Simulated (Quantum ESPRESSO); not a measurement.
# Voltage at the next charge: Zr2NOS MXene, 1 layer against an electrode

Method. Quantum ESPRESSO 7.5, PBE, GBRV ultrasoft; ESM with bc3, a metal electrode 5.22 Å above the top atoms; cell area 9.653 Å²; ions fixed. V is the potential energy of an electron at the electrode over the slab's Fermi level, divided by e, so that it equals the work function at zero charge; positive charge removes electrons.

```
charge (e a cell)  V (V)
                0  4.515
           0.0134  5.701
           0.0269  6.901
```

To predict: What is V at a charge of 0.0538 e, and what capacitance do the rows imply?

**Fit.** The last two rows give dV/dq = (6.901 − 5.701)/(0.0269 − 0.0134) = 88.9 V/e, so C = 1602/(9.653 × 88.9) = 1.87 µF/cm², an effective gap of 8.854/1.87 = 4.74 Å. At constant C, V = 6.901 + 88.9 × 0.0269 = 9.29 V.

**The withheld run.** V = 9.305 V; the estimate misses by −0.01 V, 0.6 % of the step. Over the three intervals C goes 1.88, 1.87 and 1.86 µF/cm².

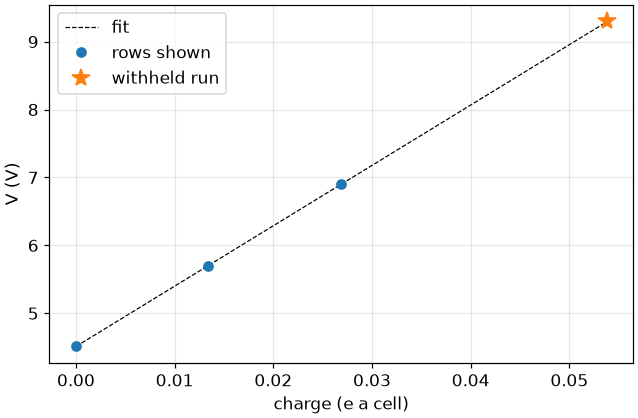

The rows shown, the fit and the withheld run.

**Limits.** Vacuum fills the gap; a dielectric or electrolyte would change C. The slab is thin.

[Logs are printed without paths, hosts, clocks, repeated set-up lines and the standing remarks that a program may print on its own settings, such as how far it seeks lower states.]
